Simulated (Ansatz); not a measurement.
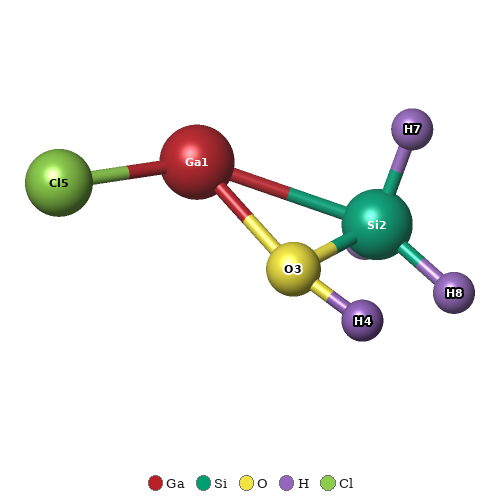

The system is the reacting system ClGaH4OSi (fragments ClGa + H₄OSi where the first distance is long, ClGaH₄OSi where the second is long); the picture shows the reference structure. 
- Coordinates scanned: (1) distance Si2–H4 (bond that forms); (2) distance O3–H4 (bond that breaks).
- Relaxed at each point: all other coordinates.
- The scan uses an 8 × 8 grid.
- Points are written as (first, second).
- All energies are given in eV relative to a guessed transition structure relaxed with its forming and breaking bonds held.
- Energies and slopes of some neighbouring points disagree (a jump in structure or state, or too coarse a mesh). The reference is spin-restricted, so regions where a bond is pulled apart into radicals lie too high.
- Theory: RKS PBE0-D4/def2-SVP (Ansatz 0.2.0).

Its coordinates:

```xyz
8

Ga   -1.1235    0.6918   -1.4182
Si    0.9315   -0.1468    0.1720
O    -0.7076   -0.1647    0.5913
H    -0.1680   -0.6508    1.6166
Cl   -3.3037    0.9198   -1.6117
H     1.3635   -1.0884   -0.8936
H     1.5806    1.1844    0.0500
H     1.4272   -0.7454    1.4937
```

Range: distance Si2–H4 (bond that forms) from 1.278 to 2.778 Å; distance O3–H4 (bond that breaks) from 0.873 to 2.073 Å.

### Predict the map.

The lowest grid point is at (2.263 Å, 0.978 Å), −2.10 eV from a guessed transition structure relaxed with its forming and breaking bonds held. The highest grid point, (1.278 Å, 1.469 Å), lies 4.64 eV above the lowest.

| second ↓, first → | 1.278 | 1.410 | 1.591 | 1.798 | 2.023 | 2.263 | 2.515 | 2.778 |
| --- | --- | --- | --- | --- | --- | --- | --- | --- |
| 2.073 | 1.62 | 0.67 | −0.04 | −0.64 | −1.00 | −1.21 | −1.30 | −1.37 |
| 1.863 | 1.70 | 0.80 | 0.10 | −0.58 | −0.99 | −1.23 | −1.36 | −1.42 |
| 1.661 | 1.77 | 1.26 | 0.15 | −0.57 | −1.02 | −1.28 | −1.39 | −1.46 |
| 1.469 | 2.54 | 1.24 | 0.14 | −0.59 | −1.03 | −1.28 | −1.41 | −1.49 |
| 1.289 | 1.81 | 0.86 | −0.01 | −0.71 | −1.14 | −1.38 | −1.52 | −1.54 |
| 1.124 | 1.53 | 0.45 | −0.47 | −1.13 | −1.55 | −1.77 | −1.84 | −1.63 |
| 0.978 | 1.41 | 0.23 | −0.78 | −1.47 | −1.90 | −2.10 | −2.04 | −1.48 |
| 0.873 | 1.84 | 0.61 | −0.46 | −1.20 | −1.62 | −1.80 | −1.60 | −0.76 |

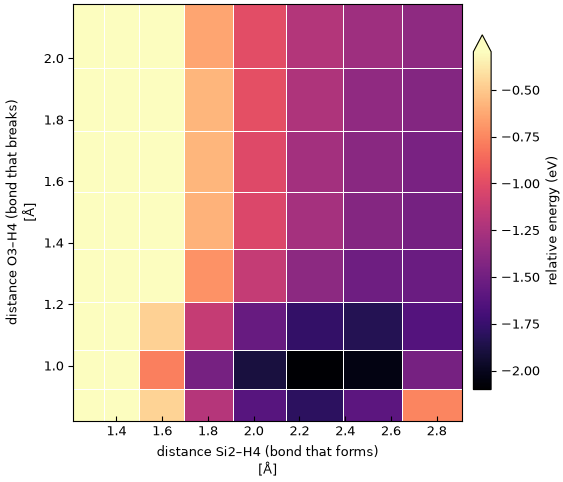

Drawn: one coloured cell a grid point, one colour for all values above the top of the scale.

Each point was launched as `ansatz run input.yaml --threads 1 --pin off --max-ram 2560MiB --backend cpu --events-out ev --progress --plain --runs-dir out`. The whole map (64 points run) took 45 min on 1 thread of Arm Neoverse V1, with other jobs on the host.
